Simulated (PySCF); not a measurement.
H3GaSe3, SMILES [SeH][Ga]([SeH])[SeH], singlet at its PBE0/def2-SVP optimised geometry (Å):

```
7

Ga    -0.5530    -0.0051     0.0000
Se    -1.6926    -2.0329     0.0005
H     -0.4403    -2.8058    -0.0069
Se    -1.8559     1.9233     0.0000
H     -0.6788     2.8058     0.0042
Se     1.7760    -0.0051     0.0000
H      1.8559     1.4640    -0.0029
```

Calculation: PBE0/def2-TZVP run with PySCF. Cells within 0.4 Å of a nucleus heavier than hydrogen are left out (blank, or x).

Map of the LUMO amplitude (bohr^(-3/2)) on the plane z = 0.0 Å; orbital energy -1.37 eV, overall sign arbitrary:

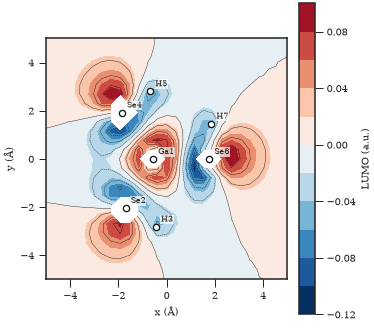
Figure. LUMO amplitude (bohr^(-3/2)) on the plane z = 0.0 Å.
